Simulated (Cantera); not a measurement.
A closed system holds: 1 mol C2H2, 0.24 mol H2O, 0.98 mol H2, equilibrated at 10.0 mbar.

Method: chemical equilibrium by Gibbs-energy minimisation in Cantera with the NASA 1993 tables (ideal gas, pure condensed phases). Candidate condensed phases: C, C6H6, C7H8, C8H18, H2O; 110 gas species. Kinetics and transport are ignored.

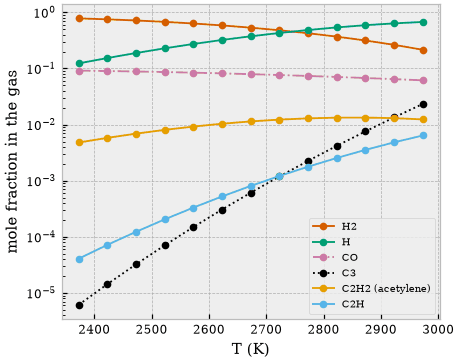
Figure. Equilibrium gas composition (values under 1e-9 drawn at 1e-9)

Read off the mole fractions at 2773 K.

H about 0.48, H2 about 0.42, CO about 0.074, C2H2 (acetylene) about 0.013, C3 about 0.0023, C2H about 0.0018.
